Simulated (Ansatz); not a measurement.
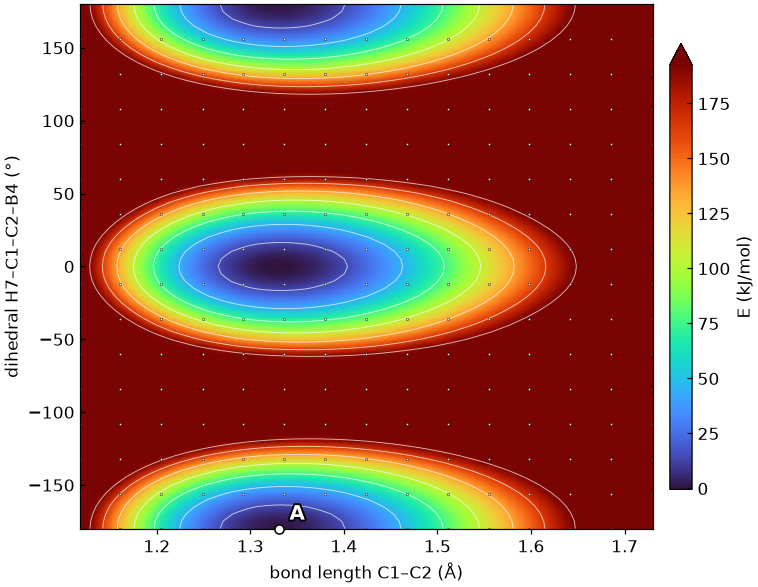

C2H6BClOSi, SMILES C=C(O)B([SiH3])Cl. The first coordinate is: bond length C1–C2; the second: dihedral H7–C1–C2–B4. Nothing is relaxed (all other coordinates rigid). The scan uses a 15 × 15 grid. Points are written as (first, second). Energies: kJ/mol, counted from the relaxed molecule at the same level. The dihedral twists a double bond; near 90° a spin-restricted reference is unreliable. The calculation used RHF/def2-SVP in Ansatz.

The picture shows a smooth colour map with a few white contour lines, dots at the grid points, one colour for all values above the top of the scale, the well A. Between grid points the surface is interpolated.

**Where is the minimum, and how stiff is the well along each coordinate? Take the well at A.**

The interpolated minimum is at bond length C1–C2 ≈ 1.330 Å, dihedral H7–C1–C2–B4 ≈ −180°. The curvatures there are about 67 eV/Å² and 3.6 eV/rad², with a cross term of about 0 eV/(Å·rad). Round the minimum the two coordinates are nearly uncoupled. (1 eV is 96.5 kJ/mol.)
